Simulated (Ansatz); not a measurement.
System: C3H4OTe (SMILES [TeH]C1=CCO1).

Input file:

```
crystal:
  periodic: [false, false, false]
  atoms:
    - { symbol: Te, position_ang: [-0.8435, 1.647, -1.9709] }
    - { symbol: C, position_ang: [-0.3743, 0.2444, -0.5312] }
    - { symbol: C, position_ang: [0.7942, -0.227, -0.0756] }
    - { symbol: C, position_ang: [0.1442, -1.0611, 0.7939] }
    - { symbol: O, position_ang: [-1.1304, -0.6115, 0.3196] }
    - { symbol: H, position_ang: [-0.8753, 2.9426, -0.7644] }
    - { symbol: H, position_ang: [1.9005, -0.0401, -0.2558] }
    - { symbol: H, position_ang: [0.2474, -2.1329, 0.5532] }
    - { symbol: H, position_ang: [0.2258, -0.8077, 1.914] }
basis:
  gaussian: { orbitals: def2-mTZVP }
hamiltonian:
  xc: pbe
relax:
  f_tol: 0.015
  max_steps: 40
output:
  orbitals: {}
```

Run with:

```sh
ansatz run input.yaml --threads 2 --pin off --max-ram 3072MiB --backend cpu --events-out ev --progress --plain --runs-dir out
```

The fields are those of the relaxed geometry.

Core potentials replace the inner electrons of Te.

The calculation used Ansatz, RKS PBE/def2-mTZVP.

**What can the converged electron density and electron localisation function tell about the bonding?**

C–C (1.35 Å): the density is about 2.2 e/Å³ at the midpoint; the ELF peaks at about 0.90 between the atoms: localised, covalent bonding.
C–O (1.40 Å): the density is about 2.1 e/Å³ at the midpoint, with its minimum of 1.8 e/Å³ about 0.5 Å from C; the ELF peaks at about 0.85 between the atoms; a polar covalent bond.
C–Te (2.11 Å): ρ at the midpoint is about 0.78 e/Å³; the ELF peaks at about 0.90 between the atoms: a shared electron pair.
C–H (1.08 Å): ρ is about 2 e/Å³ halfway; the ELF climbs to about 1 towards the hydrogen, as it does in any bond to H; an ordinary covalent bond to hydrogen.

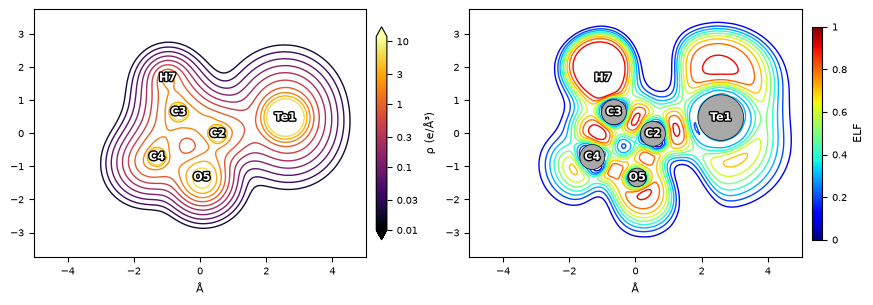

Computed electron density and electron localisation function on the plane of atoms C2, O5 and C4, in this order. Grey discs cover the atomic cores in the ELF map. 
